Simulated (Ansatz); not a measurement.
**ZrPbSe3 (model cell, started as cubic perovskite with Zr in the octahedra): a soft mode frozen in**

Which phase does ZrPbSe3 (model cell, started as cubic perovskite with Zr in the octahedra) fall into along its unstable mode, and how much energy does it gain?

Method: DFT LDA, scalar-relativistic, plane waves, PAW; PAW set soft_1, in Ansatz 0.2.0.

The structure was built from a prototype and need not be the compound's stable phase.

**1. The starting structure**

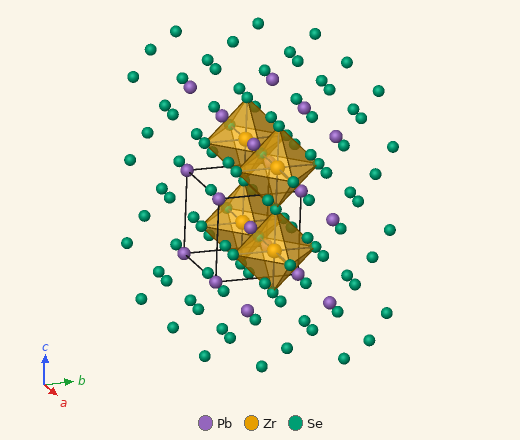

Start, viewed slightly off an axis; lead purple, zirconium orange, selenium teal. 2×1×2 cells are drawn. Some periodic images of atoms are drawn too.

**2. Phonons on a q mesh**

The cell comes from relaxations at this level that are not shown. Stability and thermal properties need the whole zone. Linear response on a 2×2×2 q mesh gives force constants as far as a supercell of that size would.

input.yaml reads:

```yaml
crystal:
  lattice:
    - [5.1163184678, 0.0, 0.0]
    - [0.0, 5.1163184678, 0.0]
    - [0.0, 0.0, 5.1163184678]
  atoms:
    - { symbol: Pb, position: [0.0, 0.0, 0.0] }
    - { symbol: Zr, position: [0.5, 0.5, 0.5] }
    - { symbol: Se, position: [0.5, 0.5, 0.0] }
    - { symbol: Se, position: [0.5, 0.0, 0.5] }
    - { symbol: Se, position: [0.0, 0.5, 0.5] }
kpoints:
  mp_grid: { grid: [8, 8, 8] }
hamiltonian:
  xc: lda
  pseudopotentials: { kind: paw, azcp: { folder: soft_1 }, xc_functional: pbe }
scf:
  occupations: { method: methfessel_paxton, width: 0.2 }
output:
  eigenvalues: true
phonons:
  method: dfpt
  qmesh: [2, 2, 2]
  temperatures: { t_max: 1000, t_step: 50 }
  qpath:
    path:
      - [[0.0, 0.0, 0.0], [0.0, 0.5, 0.0], [0.5, 0.5, 0.0], [0.0, 0.0, 0.0], [0.5, 0.5, 0.5], [0.0, 0.5, 0.0]]
      - [[0.5, 0.5, 0.5], [0.5, 0.5, 0.0]]
    npoints: 10
```

Launch:

```
> ansatz run input.yaml --threads 4 --pin off --max-ram 16384MiB --backend cpu --events-out ev --progress --plain --runs-dir out
```

Numbers of over 12 decimals in the logs are rounded to 6 here.

Log:

```text
Engine: ansatz 0.2.0, aarch64-unknown-linux-gnu
Pseudopotentials: kind: paw
Pseudopotential: Pb, paw, valence charge 14, recommended cutoff 420 eV (normal), soft_1/Pb.paw.azcp
Pseudopotential: Zr, paw, valence charge 12, recommended cutoff 420 eV (normal), soft_1/Zr.paw.azcp
Pseudopotential: Se, paw, valence charge 16, recommended cutoff 420 eV (normal), soft_1/Se.paw.azcp
Functional definition: SPW92
  exchange = slater_x
  correlation = pw_c
Crystal: 5 atoms, lattice volume = 133.928 Å³
Basis set: ecut = 420 eV, 2601 PW (Γ), exchange–correlation on 72×72×72 points (8 copies of the dense FFT grid, shifted against one another)
Bands: 45, of which v1, the nominal top of the filled ones, is band 37 counted from 1 (36 counted from 0)
Symmetry: 48 space group operations
k-points: 35 of 512
Non-local potential: Pb, projectors of the file, l = 0: 2, l = 1: 2, l = 2: 2, l = 3: 1
Non-local potential: Zr, projectors of the file, l = 0: 3, l = 1: 2, l = 2: 2, l = 3: 1
Non-local potential: Se, projectors of the file, l = 0: 2, l = 1: 2, l = 2: 3, l = 3: 1
PAW form: soft (Blöchl's): semilocal exchange-correlation on the pseudo side does not see the compensation charge
PAW frozen core: Pb, regenerated for the run's functional, and the local potential with it (the file was generated under x = pbe(κ = 0.804, μ = 0.219515), c = pbe(β = 0.066725))
PAW frozen core: Zr, regenerated for the run's functional, and the local potential with it (the file was generated under x = pbe(κ = 0.804, μ = 0.219515), c = pbe(β = 0.066725))
PAW frozen core: Se, regenerated for the run's functional, and the local potential with it (the file was generated under x = pbe(κ = 0.804, μ = 0.219515), c = pbe(β = 0.066725))
PAW one-centre angular grid: Pb, 590 points (default); XC on 64 Gauss nodes
PAW one-centre angular grid: Zr, 590 points (default); XC on 64 Gauss nodes
PAW one-centre angular grid: Se, 590 points (default); XC on 64 Gauss nodes
Initial density: superposition of atomic densities (chi_scale 0.1, normalization cell, long waves kept (reshape's long-wave potential 0.00 eV rms))
Initial wavefunctions: pseudopotential atomic-orbital guess
Functional: x = slater, c = lda
SCF iter   1: F=—  HF=-31839.343632 eV  |F-HF|=—  |Δ(HF+E_count)|=         —  Δρ=7.12e-2  dr2=2.48e1  ethr=3.10e-3  ⟨swp⟩=6.8  Hψ=5752  notcnv=0
preconditioner: auto → Resta (q_TF=auto, 2.471 Å⁻¹)  ε∞=4.5  [insulator: Δε(μ)=0.137 eV  Ē_g=10.327 eV  σ=0.200 eV  W_gap=0.54  n_scr=32 (ndim 8)  ℏωp=19.3 eV  f_vac=0.002  D(μ)=1.46/eV (n_scr^D=6)  ε∞_Penn≈4.5]
SCF iter   2: F=—  HF=-31835.960883 eV  |F-HF|=—  |Δ(HF+E_count)|=    3.38e0  S|Δr|=    0.00e0  Δρ=3.19e-2  dr2=5.42e0  ethr=3.10e-3  ⟨swp⟩=3.0  Hψ=2606  notcnv=0  defer=32
preconditioner: auto → Kerker (q_TF=auto, 2.471 Å⁻¹)  [metal: Δε(μ)=0.038 eV  Ē_g=10.776 eV  σ=0.200 eV  W_gap=0.16  n_scr=32 (ndim 8)  ℏωp=19.3 eV  f_vac=0.002  D(μ)=3.81/eV (n_scr^D=26)]
SCF iter   3: F=—  HF=-31834.784994 eV  |F-HF|=—  |Δ(HF+E_count)|=    1.18e0  S|Δr|=    0.00e0  Δρ=7.94e-3  dr2=3.10e-1  ethr=3.10e-3  ⟨swp⟩=3.0  Hψ=2514  notcnv=0  defer=41
SCF iter   4: F=—  HF=-31834.716357 eV  |F-HF|=—  |Δ(HF+E_count)|=   6.86e-2  S|Δr|=    0.00e0  Δρ=1.83e-3  dr2=5.12e-3  ethr=4.19e-4  ⟨swp⟩=1.9  Hψ=2147  notcnv=0  defer=45
SCF iter   5: F=—  HF=-31834.716426 eV  |F-HF|=—  |Δ(HF+E_count)|=   6.92e-5  S|Δr|=    0.00e0  Δρ=5.99e-4  dr2=5.88e-4  ethr=6.92e-6  ⟨swp⟩=2.0  Hψ=2801  notcnv=0  defer=45
SCF iter   6: F=—  HF=-31834.715855 eV  |F-HF|=—  |Δ(HF+E_count)|=   5.71e-4  S|Δr|=    0.00e0  Δρ=2.73e-4  dr2=1.68e-4  ethr=7.95e-7  ⟨swp⟩=2.0  Hψ=2792  notcnv=0  defer=45
SCF iter   7: F=—  HF=-31834.715825 eV  |F-HF|=—  |Δ(HF+E_count)|=   3.00e-5  S|Δr|=    0.00e0  Δρ=1.12e-4  dr2=5.75e-5  ethr=2.27e-7  ⟨swp⟩=2.1  Hψ=1974  notcnv=0  defer=45
SCF iter   8: F=—  HF=-31834.715815 eV  |F-HF|=—  |Δ(HF+E_count)|=   1.01e-5  S|Δr|=    0.00e0  Δρ=4.30e-5  dr2=6.50e-6  ethr=7.76e-8  ⟨swp⟩=1.9  Hψ=1626  notcnv=0  defer=45
SCF iter   9: F=—  HF=-31834.715815 eV  |F-HF|=—  |Δ(HF+E_count)|=   1.43e-7  S|Δr|=    0.00e0  Δρ=1.24e-5  dr2=4.43e-7  ethr=8.78e-9  ⟨swp⟩=2.0  Hψ=1752  notcnv=0  defer=45
SCF iter  10: F=—  HF=-31834.715815 eV  |F-HF|=—  |Δ(HF+E_count)|=   7.49e-8  S|Δr|=    0.00e0  Δρ=2.38e-6  dr2=1.27e-8  ethr=5.98e-10  ⟨swp⟩=2.0  Hψ=1875  notcnv=0  defer=45
SCF iter  11: F=—  HF=-31834.715815 eV  |F-HF|=—  |Δ(HF+E_count)|=   1.66e-9  S|Δr|=    0.00e0  Δρ=5.81e-7  dr2=4.73e-10  ethr=1.71e-11  ⟨swp⟩=2.1  Hψ=2266  notcnv=0  defer=45
SCF iter  12: F=—  HF=-31834.715815 eV  |F-HF|=—  |Δ(HF+E_count)|=  5.46e-11  S|Δr|=    0.00e0  Δρ=1.27e-7  dr2=3.07e-11  ethr=1.00e-12  ⟨swp⟩=2.4  Hψ=2637  notcnv=0  defer=45
SCF iter  13: F=-31834.715815 eV  HF=-31834.715815 eV  |F-HF|=2.18e-11  |Δ(HF+E_count)|=  7.28e-12  S|Δr|=    0.00e0  Δρ=3.63e-8  dr2=2.21e-12  ethr=1.00e-12  ⟨swp⟩=13.0  Hψ=8234  notcnv=0
SCF 1 converged in 13 iterations: F = -31834.715815 eV  dr2 = 2.21e-12
  greatest PAW one-centre occupation: 1.000 electrons in one spin orbital (limit 2), on the Se atom at site 2 (counted from 0), in its partial waves of l = 2
Initial density: read from a saved state, or passed on in memory by an earlier SCF of this step, an earlier step, the calling program or the single point that the run made first
iter 1 solved again at ethr=1.25e-7 eV; its pass at ethr=3.10e-3 eV (dr2=9.26e-5 eV) is discarded
SCF iter   1: F=—  HF=-31834.715817 eV  |F-HF|=—  |Δ(HF+E_count)|=         —  Δρ=4.35e-7  dr2=3.26e-10  ethr=1.25e-7  ⟨swp⟩=3.3  Hψ=10426  notcnv=0
eigensolver tolerance schedule: the retry pair's looser diagonalisation over-reported the residual by 284259.67 of it (diagonalisation noise at an unbounded share of the residual, at the tolerance the schedule requests for it); recorded, not acted on — ethr = c·dr2/N_el stays at c = 1.0e-1
preconditioner: auto → Kerker (q_TF=auto, 2.471 Å⁻¹)  [metal: Δε(μ)=0.142 eV  Ē_g=11.398 eV  σ=0.200 eV  W_gap=0.48  n_scr=32 (ndim 8)  ℏωp=19.3 eV  f_vac=0.015  D(μ)=0.99/eV (n_scr^D=0)]
SCF iter   2: F=—  HF=-31834.715815 eV  |F-HF|=—  |Δ(HF+E_count)|=   1.58e-6  S|Δr|=    0.00e0  Δρ=2.73e-7  dr2=1.67e-10  ethr=1.00e-12  ⟨swp⟩=3.9  Hψ=4263  notcnv=0
SCF iter   3: F=—  HF=-31834.715815 eV  |F-HF|=—  |Δ(HF+E_count)|=  1.46e-11  S|Δr|=    0.00e0  Δρ=1.64e-7  dr2=5.40e-11  ethr=1.00e-12  ⟨swp⟩=1.0  Hψ=1575  notcnv=0
SCF iter   4: F=—  HF=-31834.715815 eV  |F-HF|=—  |Δ(HF+E_count)|=  1.82e-11  S|Δr|=    0.00e0  Δρ=9.26e-8  dr2=1.58e-11  ethr=1.00e-12  ⟨swp⟩=1.0  Hψ=1575  notcnv=0
SCF iter   5: F=-31834.715815 eV  HF=-31834.715815 eV  |F-HF|=1.46e-11  |Δ(HF+E_count)|=  1.09e-11  S|Δr|=    0.00e0  Δρ=3.33e-8  dr2=1.71e-12  ethr=1.00e-12  ⟨swp⟩=4.1  Hψ=3642  notcnv=0
SCF 2 converged in 5 iterations: F = -31834.715815 eV  dr2 = 1.71e-12
  greatest PAW one-centre occupation: 1.000 electrons in one spin orbital (limit 2), on the Se atom at site 4 (counted from 0), in its partial waves of l = 2
phonons: the bands overlap, so this run is a metal and interpolates without the dipole-dipole term. If the crystal is really an insulator or semiconductor, its LO-TO splitting is missing
NSCF: frozen V_eff on 35 k-points
NSCF: frozen V_eff on 125 k-points
DFPT response loops at q = (0, 0, 0) (fractional): preconditioner auto → Kerker (q_TF=auto, 2.471 Å⁻¹) (partly filled bands, converged f_vac=0.015); β = 1.00, the filter's whole step (`scf.mixing.beta` (0.50) is not read by the response loops under this deck's `scf.mixing.preconditioner`; to damp them name `kerker` or `kerker_dos`, under which they read `scf.mixing.beta`, and type it under 1.00, their step now; both keys bind the ground state too); Broyden in place of MSR1
NSCF: frozen V_eff on 250 k-points
DFPT response loops at q = (0, 0, -0.5) (fractional): mixed as the last ones told, above
NSCF: frozen V_eff on 250 k-points
DFPT response loops at q = (0, -0.5, -0.5) (fractional): mixed as the last ones told, above
NSCF: frozen V_eff on 250 k-points
DFPT response loops at q = (-0.5, -0.5, -0.5) (fractional): mixed as the last ones told, above
SCF converged after 13 iterations
Stability not checked: this state was not tested for a lower state beside it, because cold or Methfessel-Paxton smearing, or corrected tetrahedra, fill the levels in a way that the test cannot read (fill_not_monotonic; see scf.lower_state_search)
Free energy (F): -31834.715815 eV
Harris-Foulkes:  -31834.715815 eV  (|F-HF|=2.18e-11)
Internal energy: -31834.719633 eV  (E = F + TS)
E sigma→0 (E₀):  -31834.716770 eV
Entropy (-TS):   0.003818 eV (0.764 meV/atom)
Fermi energy:    8.855249 eV
--- Per-component energies (eV) ---
  E_band       = -1351.674087
  E_kinetic    = 943.972818
  E_local      = -10120.639731  (includes V_loc(G=0)·N_el)
  E_nonlocal   = -665.188050
  E_hartree    = 5015.886261
  E_xc         = -613.694186
  E_vxc        = -594.723495  (∫ρ·V_xc dr)
  E_paw        = -19082.516027  (= ΣΔE_a)
  E_vpaw       = -946.866968  (= ΣTr[D̂ρ^β])
  E_aug_tail   = -0.001164  (compensation charges beyond the density's cutoff)
  E_ewald      = -7319.484410
  E_core_change = 6.944856  (= ΣΔE_core)
  E_smearing   = 0.003818  (= −TS)
  E_closure    = -0.000000  (closes the sum)
  Σ components = -31834.715815   (vs F -31834.715815, Δ=0.00e0)
--- Band table (eV; the first three rows and the last of 35) ---
  k-point 0: bands = [... 33 lower, 7.4666, 7.9794, 7.9794, 7.9794, 8.8676, 8.8676, 8.8676, 11.1750, ... 4 higher]
  k-point 1: bands = [... 33 lower, 7.3844, 7.5216, 7.8927, 7.8927, 8.8760, 9.3545, 9.3545, 10.9121, ... 4 higher]
  k-point 2: bands = [... 33 lower, 6.9747, 7.2024, 7.9329, 7.9329, 8.8964, 10.0541, 10.1080, 10.1080, ... 4 higher]
  k-point 34: bands = [... 33 lower, 4.7658, 8.8749, 8.8749, 8.8749, 10.2986, 10.2986, 10.2986, 13.1016, ... 4 higher]
--- Phonons (Γ-DFPT): 4 representative perturbations + reference (Σ response iterations 12) ---
  ASR residual: 1.709e-4 → 0.000e0 eV/Å²; symmetrization residual: 1.650e-5 eV/Å²
  ASR residual per site (eV/Å²): 1.71e-4 1.52e-5 5.75e-5 5.75e-5 5.75e-5
  Γ frequencies (cm⁻¹): -93.56 -93.56 -93.56 -84.43 -84.43 -84.43 -57.34 -57.34 -57.34 0.00 0.00 0.00 254.60 254.60 254.60
--- Phonons (arbitrary-q DFPT): 4 irreducible q on the 2×2×2 mesh ---
  q = [0.0000, 0.0000, 0.0000] (star 1, of the zone-centre solve; hermiticity 2.47e-6, symmetrization 5.50e-12): -93.56 -93.56 -93.56 -84.43 -84.43 -84.43 -57.34 -57.34 -57.34 -0.00 0.00 0.00 254.60 254.60 254.60
  q = [0.0000, 0.0000, -0.5000] (star 3, 9 solved perturbations in 975 linear systems a pass and spin channel, the states on 125 of 512 k-point pairs; hermiticity 2.40e-6, symmetrization 2.75e-9): -79.71 -79.71 -69.59 -69.59 -68.70 -44.98 -44.98 -16.71 45.69 45.69 65.79 199.77 258.09 258.09 264.73
  q = [0.0000, -0.5000, -0.5000] (star 3, 9 solved perturbations in 975 linear systems a pass and spin channel, the states on 125 of 512 k-point pairs; hermiticity 2.32e-6, symmetrization 2.43e-9): -125.06 -81.21 -81.21 -46.60 -45.89 21.26 21.26 40.01 40.01 98.09 184.34 196.63 196.63 260.39 278.88
  q = [-0.5000, -0.5000, -0.5000] (star 1, 4 solved perturbations in 350 linear systems a pass and spin channel, the states on 125 of 512 k-point pairs; hermiticity 4.80e-7, symmetrization 1.45e-9): -121.36 -121.36 -121.36 -67.11 -67.11 -67.11 89.51 89.51 89.51 150.60 150.60 198.03 198.03 198.03 290.50
  sum rule: each row above includes the acoustic sum rule's correction from the zone centre's row sums; it moved no ω² by more than (0.47 cm⁻¹)²
  mesh force constants: q→R imaginary residual 4.84e-18; ASR residual 1.709e-4 → 0.000e0 eV/Å²; symmetrization residual 1.066e-14 eV/Å²
  interpolated dispersion: 62 rows × 15 modes
  density of states and harmonic sums: on the 12×12×12 q-mesh, interpolated from the force constants of a 2×2×2 supercell (no non-analytic term)
  largest difference from the sums on the solved wave vectors: F 6.85e-2 eV, S 1.12e-4 and C_V 4.35e-5 eV/K
  zero-point energy: 0.077439 eV/cell   skipped modes (ω ≤ 0): 564, of them read as no rigid motion or as one in doubt: 561 (6.622e0 modes/cell left out, lowest -125.06 cm⁻¹)   left out of the sums: 4.42e-1 of the cell's modes: C_V's classical limit lies that fraction below 3 k_B per atom; for a crystal, a wire or a layer, F and S can be off by more, and a phonons.interpolated_qmesh denser along its periods is the remedy for the sampling
```

The job ended after 8.8 min (4 threads of Arm Neoverse V1, shared host; peak memory 2 GiB; 35 min of CPU time).

The column dr2 measures how far the density is from self-consistency, as an energy; F and HF (Harris–Foulkes) agree once it is small.

Numbers from this step:

* volume per atom: 26.79 Å³
* gap on the k-mesh: 0 eV
* sum-rule residual before enforcement: 1.71e-4 eV/Å²
* lowest frequency on the path: -125.1 cm⁻¹
* point group: m-3m
* highest frequency on the path or at a solved wavevector: 292.3 cm⁻¹
* highest optical mode at the zone centre (no LO-TO term): 254.6 cm⁻¹
* lowest optical zone-centre mode: -93.56 cm⁻¹
* lowest mode on the q mesh (acoustic modes at Γ apart): -125.1 cm⁻¹

Frequencies (cm⁻¹) solved at each irreducible wavevector; negative means imaginary. Frequencies by wavevector, by row:

```csv
q in reciprocal lattice units,star,mode 1,mode 2,mode 3,mode 4,mode 13,mode 14,mode 15
0 0 0,1,-93.6,-93.6,-93.6,-84.4,254.6,254.6,254.6
0 0 -0.5,3,-79.7,-79.7,-69.6,-69.6,258.1,258.1,264.7
0 -0.5 -0.5,3,-125.1,-81.2,-81.2,-46.6,196.6,260.4,278.9
-0.5 -0.5 -0.5,1,-121.4,-121.4,-121.4,-67.1,198,198,290.5
```

Interpolated from a 2×2×2 q mesh. Phonon branches along the path, in cm⁻¹:

```csv
point,branch 1,branch 2,branch 3,branch 4,branch 12,branch 13,branch 14,branch 15
Γ,-94,-94,-94,-84,0,255,255,255
X,-80,-80,-70,-70,200,258,258,265
M,-125,-81,-81,-47,197,197,260,279
Γ,-94,-94,-94,-84,0,255,255,255
R,-121,-121,-121,-67,198,198,198,290
X,-80,-80,-70,-70,200,258,258,265
jump to R,-121,-121,-121,-67,198,198,198,290
M,-125,-81,-81,-47,197,197,260,279
```

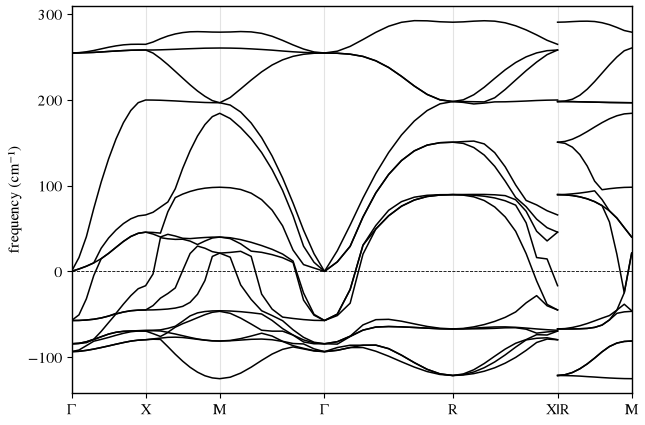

Phonon branches along the path.

Symmetry leaves 4 wavevectors to solve. The lowest mode among them, the acoustic zeros apart, lies at q = (0, -0.5, -0.5) and is imaginary, 125.1i cm⁻¹, so the energy falls along it.

**3. The mode frozen in, largest atomic shift 0 Å**

The mode followed lies at q = (-0.5, -0.5, -0.5) with frequency 121.4i cm⁻¹ and is 3-fold degenerate, one of the unstable modes though not the softest. At small amplitude the distorted cell has space group no. 140 by a symmetry search on the positions. The undistorted cell that holds it gives the zero of energy on the same k mesh.

System of this step: ZrPbSe3 (model cell, started as cubic perovskite with Zr in the octahedra). It takes space group Pm-3m (No. 221, cubic). Conventional cell: a = 5.116 Å, b = 5.116 Å, c = 5.116 Å, α = 90.00°, β = 90.00°, γ = 90.00°. Nearest to Pb lie 12 Se at 3.62 Å. Nearest to Zr lie 6 Se at 2.56 Å. Nearest to Se lie 2 Zr at 2.56 Å. Farther neighbours and most contacts between anions are not listed.

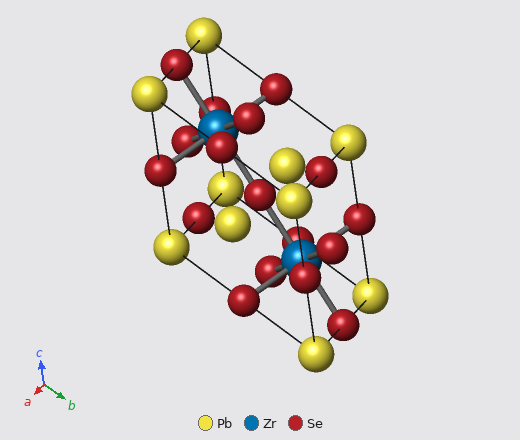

The cell of this step (lead yellow, zirconium blue, selenium red). Some periodic images of atoms are drawn too.

input.yaml, the sections that differ from step 2:

```yaml
crystal:
  lattice:
    - [5.1163184678, 5.1163184678, 0.0]
    - [5.1163184678, 0.0, 5.1163184678]
    - [5.1163184678, 0.0, -5.1163184678]
  atoms:
    - { symbol: Pb, position: [0.0, 0.5, 0.5] }
    - { symbol: Pb, position: [0.0, 0.0, 0.0] }
    - { symbol: Zr, position: [0.5, 0.25, 0.75] }
    - { symbol: Zr, position: [0.5, 0.75, 0.25] }
    - { symbol: Se, position: [0.5, 0.0, 1.0] }
    - { symbol: Se, position: [0.5, 0.5, 0.5] }
    - { symbol: Se, position: [0.0, 0.5, 0.0] }
    - { symbol: Se, position: [0.0, 0.0, 0.5] }
    - { symbol: Se, position: [0.5, 0.5, 0.0] }
    - { symbol: Se, position: [0.5, 0.0, 0.5] }
output:
  forces: true
  stress: true
  eigenvalues: true
# kpoints, hamiltonian, scf: as in step 2
# phonons: removed
```

Log:

```text
[...]
Crystal: 10 atoms, lattice volume = 267.857 Å³
Basis set: ecut = 420 eV, 5209 PW (Γ)
Bands: 89, of which v1, the nominal top of the filled ones, is band 74 counted from 1 (73 counted from 0)
Symmetry: 96 space group operations
[...]
k-points: 29 of 512
[...]
k-point 0: bands = [... 70 lower, 7.9801, 8.8624, 8.8624, 8.8624, 8.8781, 8.8781, 8.8781, 10.2950, ... 11 higher]
  k-point 1: bands = [... 70 lower, 7.8208, 8.7508, 8.7508, 8.8068, 9.1119, 9.1349, 9.1349, 10.0721, ... 11 higher]
  k-point 2: bands = [... 70 lower, 7.6343, 8.4181, 8.4181, 8.6152, 9.5688, 9.5903, 9.5903, 9.5912, ... 11 higher]
  k-point 28: bands = [... 70 lower, 7.1227, 7.1227, 8.0355, 8.0355, 9.6288, 9.6288, 10.0269, 10.0269, ... 11 higher]
[key lines of the parts left out:]
SCF converged after 10 iterations
Free energy (F): -63669.426466 eV
Fermi energy:    8.887934 eV
P = ⅓ Tr σ = 0.0271 GPa (0.271 kbar)
```

Wall time 15 s (4 threads); peak memory 1.1 GiB; 57 s of CPU time.

Numbers from this step:

```
pressure                         : 0.02712 GPa
energy from the undistorted cell : 0 meV/atom
```

The run ends at a pressure of 0.03 GPa.

**4. The mode frozen in, largest atomic shift 0.6 Å**

The atoms are moved along the unstable eigenvector, the largest shift by 0.6 Å, with the cell fixed.

input.yaml, the sections that differ from step 3:

```yaml
crystal:
  lattice:
    - [5.1163184678, 5.1163184678, 0.0]
    - [5.1163184678, 0.0, 5.1163184678]
    - [5.1163184678, 0.0, -5.1163184678]
  atoms:
    - { symbol: Pb, position: [0.0, 0.5, 0.5] }
    - { symbol: Pb, position: [0.0, 0.0, 0.0] }
    - { symbol: Zr, position: [0.5, 0.25, 0.75] }
    - { symbol: Zr, position: [0.5, 0.75, 0.25] }
    - { symbol: Se, position: [0.5, -0.0586359121, 0.9413640879] }
    - { symbol: Se, position: [0.5, 0.5586359121, 0.5586359121] }
    - { symbol: Se, position: [0.0, 0.5, 0.0] }
    - { symbol: Se, position: [0.0, 0.0, 0.5] }
    - { symbol: Se, position: [0.5, 0.4413640879, 0.0586359121] }
    - { symbol: Se, position: [0.5, 0.0586359121, 0.4413640879] }
# kpoints, hamiltonian, scf, output: as in step 3
```

Log:

```text
[...]
Crystal: 10 atoms, lattice volume = 267.857 Å³
Basis set: ecut = 420 eV, 5209 PW (Γ)
Bands: 89, of which v1, the nominal top of the filled ones, is band 74 counted from 1 (73 counted from 0)
Symmetry: 16 space group operations
[...]
k-points: 59 of 512
[...]
k-point 0: bands = [... 70 lower, 8.0323, 8.0323, 8.2539, 8.2539, 9.0726, 9.1616, 9.1616, 9.9753, ... 8 higher]
  k-point 1: bands = [... 70 lower, 7.8913, 7.9656, 8.3545, 8.3945, 9.2222, 9.2274, 9.2962, 10.0572, ... 8 higher]
  k-point 2: bands = [... 70 lower, 7.7243, 7.9778, 8.1777, 8.2673, 9.3941, 9.5854, 9.6827, 10.0282, ... 8 higher]
  k-point 58: bands = [... 70 lower, 6.8353, 7.4678, 8.0704, 8.0704, 9.1009, 9.9538, 9.9799, 9.9799, ... 8 higher]
[key lines of the parts left out:]
SCF converged after 11 iterations
Free energy (F): -63670.887959 eV
Fermi energy:    8.615158 eV
P = ⅓ Tr σ = -1.8154 GPa (-18.154 kbar)
```

The job ended after 32 s (4 threads; peak memory 1.4 GiB; 2.1 min of CPU time).

This step gave:

```
pressure                         : -1.815 GPa
gap on the k-mesh                : 0.2872 eV
energy from the undistorted cell : -146.1 meV/atom
```

The energy, extrapolated to zero smearing, is -146.11 meV/atom against the undistorted cell.

The run ends at a pressure of -1.82 GPa, with forces up to 0.60 eV/Å.

[end of part 1 of 3]

[Logs are printed without paths, hosts, clocks, repeated set-up lines and the standing remarks that a program may print on its own settings, such as how far it seeks lower states.]

[Hosts, paths, dates, database ids (printed as entryN), source tags and the programs' standing remarks are cut or masked in the printed files.]
